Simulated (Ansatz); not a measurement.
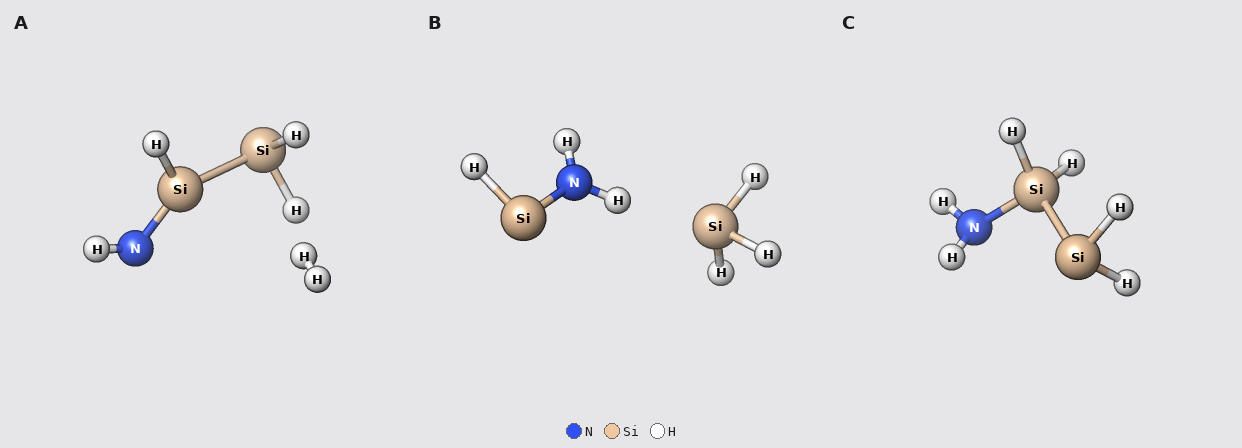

3 stationary structures of one formula. Charge −1, singlet. Geometries: PBE-D4/def2-SVPD. Electronic energies: PBE-D4/def2-SVPD (Ansatz 0.2.0), without zero-point energy. No frequency run is at hand to confirm each as a minimum. Each is one conformer, not always the lowest.

Question: Which structure is the most stable?

Answer: C is lowest; B lies 33.9 kcal/mol above it, A lies 37.7 kcal/mol above it.
